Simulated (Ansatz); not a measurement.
**Br$_{2}$F$_{2}$Ga$_{2}$H$_{2}$: density, localisation and related maps**

```tsv
atom	x (Å)	y (Å)	z (Å)
Br	3.6168	2.8279	-0.3825
Br	-1.8196	-0.3024	0.0906
F	0.5604	1.6844	-1.2457
F	1.2389	0.8376	0.9479
Ga	-0.4793	1.5128	0.3752
Ga	2.2791	1.0115	-0.6722
H	-0.7983	2.8850	1.0022
H	2.6006	-0.3592	-1.3014
```

Geometry: PBE0-D4/def2-SVP.

These are results of Ansatz 0.2.0, isolated molecule in a Gaussian basis; Kohn-Sham density functional theory, functional PBE0, not measurements.

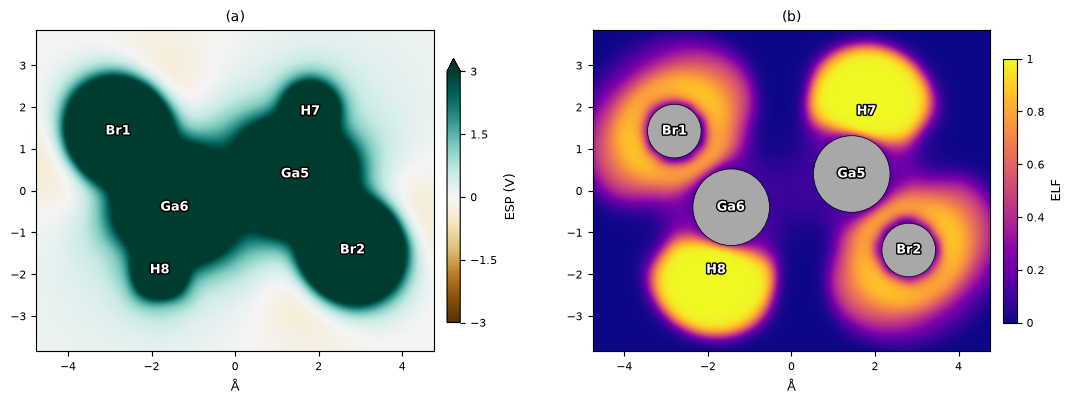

Figure 1. (a) electrostatic potential; (b) ELF on the plane of atoms Br1, Ga6 and H8. Grey discs cover the atomic cores in the ELF map.

### Read the bonding off the picture.

Atoms in the plane: Br, Ga and H. Ga–Br (2.27 Å): the ELF peaks at about 0.75 in the valence shell of Br, 1.0 Å from its nucleus, and is about 0.65 at the midpoint. Ga–H (1.54 Å): the ELF climbs to about 1 towards the hydrogen. The ELF also peaks beside Br2 and Br1, away from the bonds: lone-pair regions. Outside the dense part of the molecule the potential is most negative (−0.3 V) near Br1 and Br2.

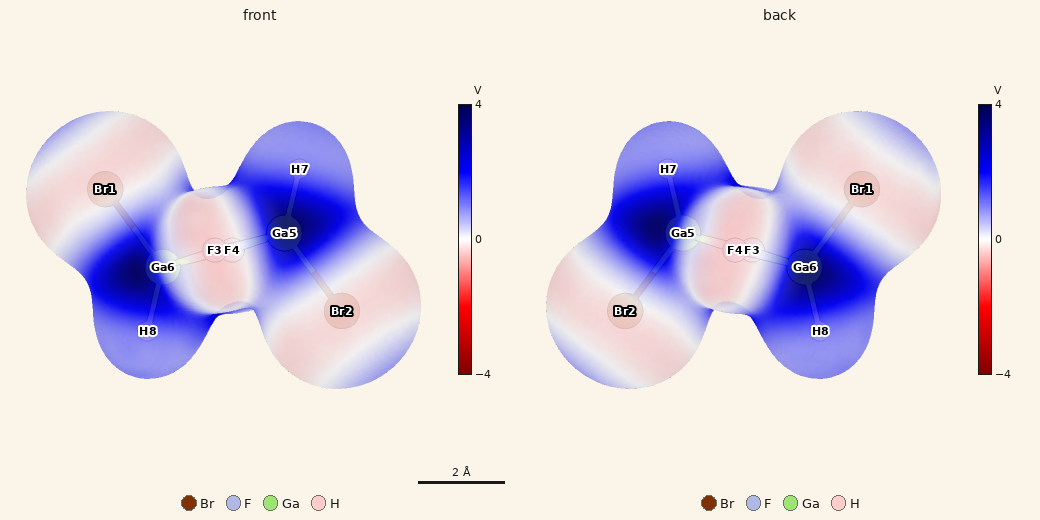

Figure 2. The electrostatic potential painted on the density surface at 0.004 e/bohr³, seen from the front and from behind; the colour scale runs from red (negative) to blue (positive).

### Where is the surface potential most negative and most positive?

The most negative region (about −0.4 V) lies over F3 and F4, the most positive (about +3.7 V) over Ga5 and Ga6. Br1 shows a σ-hole: about +0.7 V at the tip opposite its bond, against about −0.2 V on its flanks. Br2 shows a σ-hole: about +0.7 V at the tip opposite its bond, against about −0.2 V on its flanks.

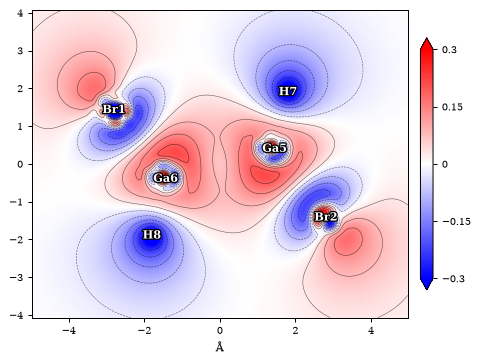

Figure 3. One frontier orbital on the plane of atoms Br1, Ga6 and H8 (values in Å⁻³ᐟ²; the overall sign is arbitrary).

### Which orbital is it: HOMO or LUMO?

The LUMO, at −1.06 eV. It lies mainly on Ga6 (about 20 %), Ga5 (about 20 %), Br1 (about 15 %), Br2 (about 15 %), H7 (about 10 %) and H8 (about 10 %); it is gerade (even under inversion).
